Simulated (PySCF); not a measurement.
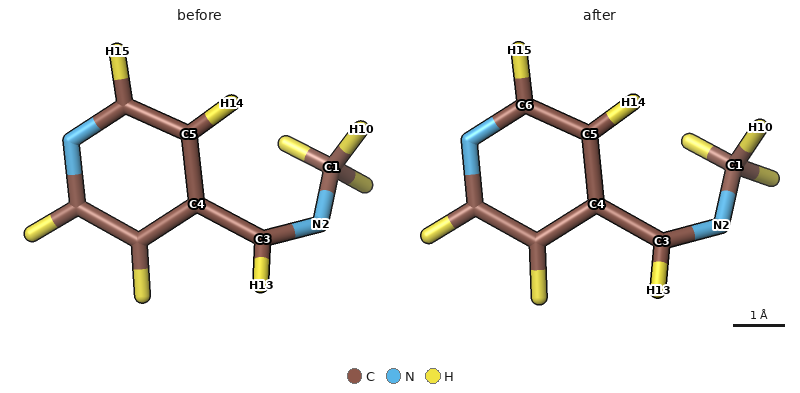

The structure of C7H8N2 before (left) and after (right) a relaxation, at one scale.

Style: stick. Shown face on.

The start comes from GFN2-xTB.

Computed with PBE0-D3(BJ)/def2-SVP geometry optimisation, gas phase (PySCF). 

Describe what moved and what it gained.

The energy falls by 0.053 eV in 9 geometry steps. An H atom moves most after the best rigid fit: 0.20 Å. By element the largest moves are H 0.20 Å, C 0.10 Å, N 0.05 Å. Among the contacts that change: C–H 1.088 → 1.104 Å, C–N 1.257 → 1.268 Å, C–N 1.321 → 1.330 Å, C–C 1.384 → 1.393 Å. The run took roughly 70 core-seconds on a shared host.
